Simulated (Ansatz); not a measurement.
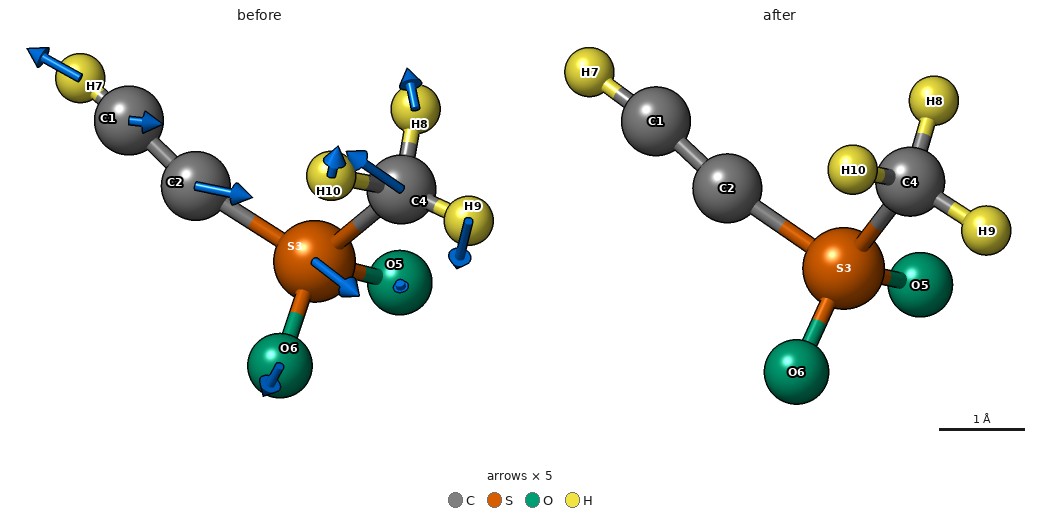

The structure of C3H4O2S before (left) and after (right) a relaxation, at one scale. The blue arrows give the displacements, magnified 5 times.

Style: ball-and-stick. Shown at a tilt.

Theory: Ansatz, RKS SVWN5/cc-pVTZ-DK.

The input:
```yaml
crystal:
  periodic: [false, false, false]
  atoms:
    - {symbol: C, position_ang: [1.717099, -0.674670, -1.675133]}
    - {symbol: C, position_ang: [0.998345, -0.001807, -1.076407]}
    - {symbol: S, position_ang: [-0.320211, 0.713076, -0.292420]}
    - {symbol: C, position_ang: [-0.742888, -0.269524, 1.180098]}
    - {symbol: O, position_ang: [-1.633022, 0.844147, -0.820843]}
    - {symbol: O, position_ang: [0.203155, 1.990802, 0.363124]}
    - {symbol: H, position_ang: [2.178560, -1.101865, -2.251824]}
    - {symbol: H, position_ang: [-0.898289, -1.236544, 0.914037]}
    - {symbol: H, position_ang: [-1.330062, -0.000724, 1.998178]}
    - {symbol: H, position_ang: [0.374444, -0.331529, 1.728777]}
basis:
  gaussian: {orbitals: cc-pVTZ-DK, fitting: {mean_field: def2-universal-jkfit}, point_charges: [{charge: 1.00, position_ang: [6.327, -0.665, 0.089]}]}
hamiltonian: {xc: {name: SVWN5}}
relax: {f_tol: 0.0001, max_steps: 3}
output: {forces: true}
```

Command:
```bash
ansatz run in.yaml --threads 4 --pin off --events-out ev --progress --plain --max-ram 10444MiB
```

Summarise the run.

The relaxation stopped without meeting its thresholds, so the last structure isn't shown to be converged. The input was poor on purpose: steps. After 2 geometry steps the energy has fallen by 323.0 kJ/mol. Largest force component: 11 eV/Å at the start, 2.1 eV/Å at the end. The atom that moves furthest after the best rigid fit is C4 (0.20 Å). By element the largest moves are C 0.20 Å, H 0.19 Å, S 0.18 Å, O 0.12 Å. Near-neighbour distances that change, for instance: C1–H7 0.853 → 1.076 Å, C4–H10 1.246 → 1.101 Å, C4–H8 1.015 → 1.105 Å, C4–H9 1.042 → 1.116 Å. Bond angles that change, for instance: S3–C4–H9 128.8° → 104.0°, H9–C4–H10 99.9° → 111.3°, C4–S3–O6 100.6° → 111.7°. Cost: 3.7 s on 4 threads of Arm Neoverse V2, with other jobs on the host.
